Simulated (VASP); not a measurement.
Band structure of Si (diamond). Method: HSEsol screened hybrid, VASP's PBE PAW potentials (set 64) (plane waves; VASP 6.6.1).

The path is coarsely sampled, so an indirect gap can come out somewhat too large.

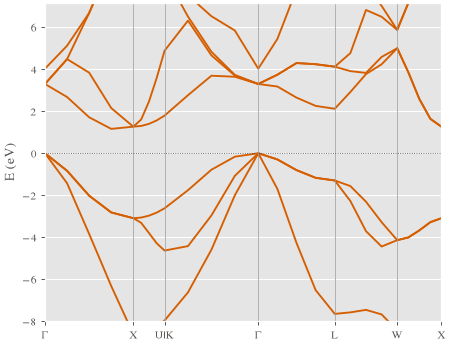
Figure: Bands along high-symmetry lines, zero at the valence-band maximum or, without a gap, the Fermi level

Task: Read the plot: is there a gap, and where are the band edges?

Result: The gap is indirect, 1.16 eV, from the valence maximum at Γ to the conduction minimum at Γ-X at 0.75.

The compound is Si in the diamond structure. It was relaxed first. The cell's shape comes from a PBE relaxation.
